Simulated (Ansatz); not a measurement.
**Nb: pressure series**

The parent structure is Nb in the bcc (W type) structure (space group Im-3m, No. 229; a = 3.2471 Å).

Cell and atoms are relaxed at each pressure.

Level of theory: plane-wave PAW DFT at the LDA level (Ansatz, a quantum-chemistry and plane-wave program, 420 eV), scalar-relativistic without spin-orbit coupling.

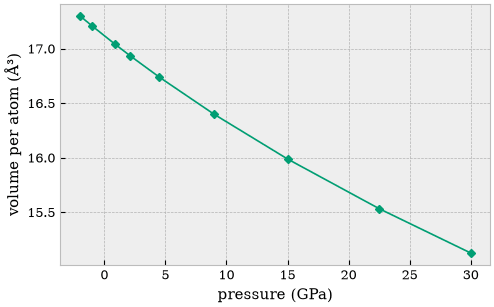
Volume against pressure

Problem. Estimate the zero-pressure bulk modulus from the plot.

Solution. About 190 GPa; a third-order Birch–Murnaghan fit to the points gives V₀ = 17.12 Å³/atom, B₀ = 194 GPa and B₀′ = 3.6.

Measured bulk modulus of Nb: 173.2 GPa (static lattice; corrected from measurement; as listed in Daniel Mejia-Rodriguez, S. B. Trickey, Phys. Rev. B (2018)); the computed value is 12 % above it.

Load acts through the strain it causes; cell and atoms are relaxed under it. No phonon test of stability was made. Competing high-pressure phases were not computed. The final runs are not spin-polarised.
